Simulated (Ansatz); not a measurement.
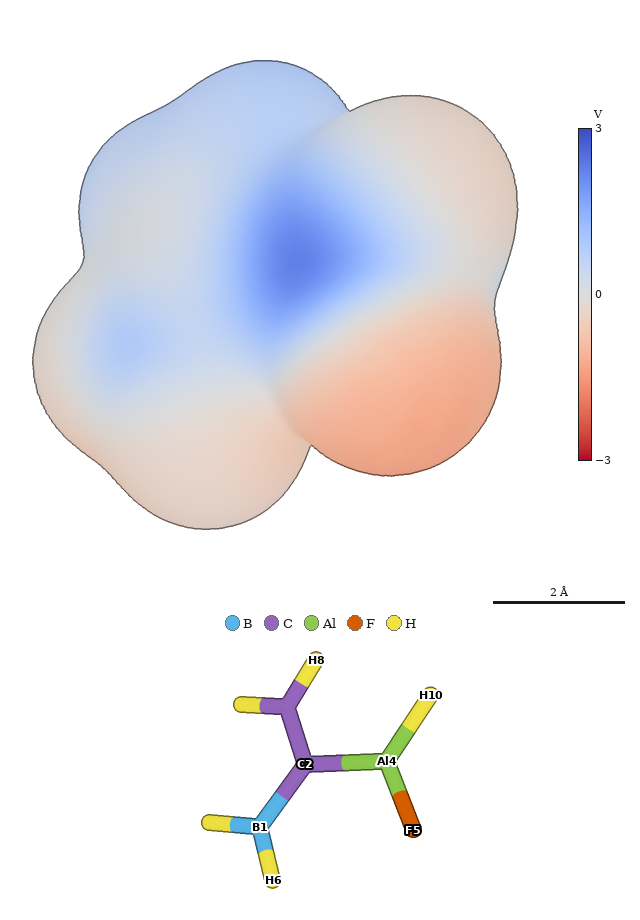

C2H5AlBF. The electrostatic potential painted on the density surface at 0.001 e/bohr³, seen at a tilt; the colour scale runs from red (negative) to blue (positive). The bare structure is drawn below in the same view.

Method: RKS PBE-D4/def2-SVP in Ansatz 0.2.0.

```xyz
10

B    -1.4834   -0.5852   -0.3853
C    -0.0527   -0.1585    0.0527
C     0.6668   -1.0349    0.8160
Al    0.8134    1.5354   -0.4046
F     0.0018    2.6816   -1.3279
H    -2.1946    0.1399   -1.0579
H    -1.9096   -1.6803   -0.0487
H     1.6939   -0.8295    1.1813
H     0.2514   -2.0183    1.1166
H     2.2960    1.8988    0.0608
```

Q: Describe the electrostatic potential map.

A: The most negative region (about −1.2 V) lies over F5, the most positive (about +2.2 V) over Al4.
